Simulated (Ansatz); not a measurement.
# RPA@PBE/STO-3G run of InH3Cl− ([InClH3]-)

Aim: the energy change on altering one bond length of InH3Cl− ([InClH3]-) at RPA@PBE/STO-3G, from 2 runs. 

The calculation is run with Ansatz 0.2.0.

6 further runs of the same task are left out: 6 that didn't finish.

### 1 The system as given

InH3Cl−: 5 atoms, total charge -1, spin state singlet. As SMILES, `[H][In-]([H])([H])[Cl]`. Geometry: a GFN2-xTB relaxation, a rough one for these elements and not checked as a minimum.

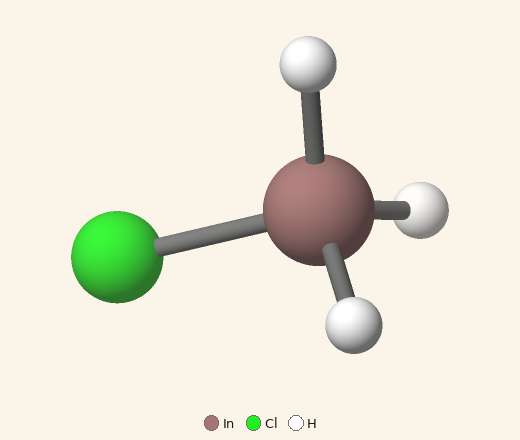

Viewed from a chosen angle; indium brown, chlorine green, hydrogen white.

### 2 The energy at RPA@PBE/STO-3G

job.yaml

```yaml
crystal:
  periodic: [false, false, false]
  atoms:
    - {symbol: In, position_ang: [-0.002150, 0.000620, -0.175700]}
    - {symbol: Cl, position_ang: [0.012800, -0.020350, 2.163640]}
    - {symbol: H, position_ang: [1.620790, 0.013380, -0.670930]}
    - {symbol: H, position_ang: [-0.818090, 1.410990, -0.645940]}
    - {symbol: H, position_ang: [-0.813350, -1.404640, -0.671060]}
basis:
  gaussian: {orbitals: STO-3G}
total_charge: -1
hamiltonian: {xc: pbe}
correlation: {method: rpa, frozen_orbitals: {Cl: 5, H: 0, In: 18}}
accuracy: high
```

Launch:

```sh
$ ansatz run job.yaml --threads 1 --pin off --max-ram 2610MiB --events-out events.jsonl --progress --plain --runs-dir runs
```

Log:

```text
Warning: RAYON_NUM_THREADS=1 ignored (pool sized by the plan → 1); use --threads N
Functional definition: PBE
  name "PBE"
  parameter kappa = 0.804
  parameter beta = 0.06672455060314922
  exchange = pbe_x(kappa = kappa, mu = beta*pi^2/3)
  correlation = pbe_c(beta = beta)
718 factors; integrals over basis functions are off by at most 4.0e-9 eV
mean field evaluation 1: about -167103.6220 eV, gradient 2.7e1 eV
mean field evaluation 2: about -167103.5828 eV, gradient 2.6e1 eV
mean field evaluation 4: about -167106.2260 eV, gradient 1.4e0 eV
mean field evaluation 8: about -167106.2335 eV, gradient 2.4e-3 eV
mean field evaluation 16: about -167106.2335 eV, gradient 2.7e-8 eV
mean field -167106.23352765 eV, -6141.0408134679 hartree, gradient 2.7e-8 eV, S^2 0.000000; 0 other end points of the search recorded, 0 dependent functions left out
23 core orbitals not correlated: weight in the atoms' cores, before any rotation towards them, 1.000 or more for the frozen orbitals, at most 0.000 for the correlated occupied ones
reference -167055.29424682 eV, -6139.1688294252 hartree; 12, 12 occupied and 4, 4 virtual orbitals, 718 factors
Total energy: -167057.94200093 eV, -6139.2661325940 hartree
```

Wall time 3.3 s (1 thread of Arm Neoverse V1, shared host); peak memory 0.12 GiB.

### 3 The distorted shape

run.yaml

```yaml
crystal:
  periodic: [false, false, false]
  atoms:
    - {symbol: In, position_ang: [-0.005888, 0.005863, -0.760583]}
    - {symbol: Cl, position_ang: [0.012800, -0.020350, 2.163640]}
    - {symbol: H, position_ang: [1.617052, 0.018623, -1.255813]}
    - {symbol: H, position_ang: [-0.821828, 1.416233, -1.230823]}
    - {symbol: H, position_ang: [-0.817088, -1.399397, -1.255943]}
basis:
  gaussian:
    orbitals: STO-3G
total_charge: -1
hamiltonian:
  xc: pbe
correlation:
  method: rpa
  frozen_orbitals: {Cl: 5, H: 0, In: 18}
accuracy: high
```

Launch:

```sh
$ ansatz run run.yaml --threads 1 --pin off --max-ram 2610MiB --events-out events.jsonl --progress --plain --runs-dir runs
```

Log (excerpt; [...] marks lines left out):

```text
Warning: RAYON_NUM_THREADS=1 ignored (pool sized by the plan → 1); use --threads N
[... 6 set-up lines as earlier in the session ...]
706 factors; integrals over basis functions are off by at most 5.2e-9 eV
mean field evaluation 1: about -167103.1631 eV, gradient 2.5e1 eV
mean field evaluation 2: about -167103.1182 eV, gradient 2.5e1 eV
mean field evaluation 4: about -167105.4345 eV, gradient 2.7e0 eV
mean field evaluation 8: about -167105.5007 eV, gradient 4.1e-3 eV
mean field evaluation 16: about -167105.5007 eV, gradient 4.4e-8 eV
mean field -167105.50067219 eV, -6141.0138815266 hartree, gradient 4.4e-8 eV, S^2 0.000000; 0 other end points of the search recorded, 0 dependent functions left out
23 core orbitals not correlated: weight in the atoms' cores, before any rotation towards them, 1.000 or more for the frozen orbitals, at most 0.000 for the correlated occupied ones
reference -167054.33988388 eV, -6139.1337572342 hartree; 12, 12 occupied and 4, 4 virtual orbitals, 706 factors
Total energy: -167057.19273445 eV, -6139.2385975587 hartree
```

Run time: 3.3 s. Hardware: 1 thread of Arm Neoverse V1, shared host; peak memory 0.12 GiB.

### 4 Outcome

Level: RPA@PBE/STO-3G, 23 core orbitals frozen.

```
                                                           quantity           value
                                          first shape: total energy  -6139.26613 Eh
                      first shape: RPA correlation energy (valence)       -97.3 mEh
                                      distorted shape: total energy  -6139.23860 Eh
                  distorted shape: RPA correlation energy (valence)      -104.8 mEh
energy change with the In1–Cl2 bond stretched from 2.339 to 2.924 Å        0.749 eV
```

What this shows: With the In1–Cl2 bond stretched from 2.339 to 2.924 Å the energy rises by 0.75 eV (17.3 kcal/mol). The first shape isn't relaxed at this level, so the change isn't measured from a minimum. The minimal basis adds a large error of its own. Relativity is left out (first shape) although the molecule holds a heavy atom. Relativity is left out (distorted shape) although the molecule holds a heavy atom.
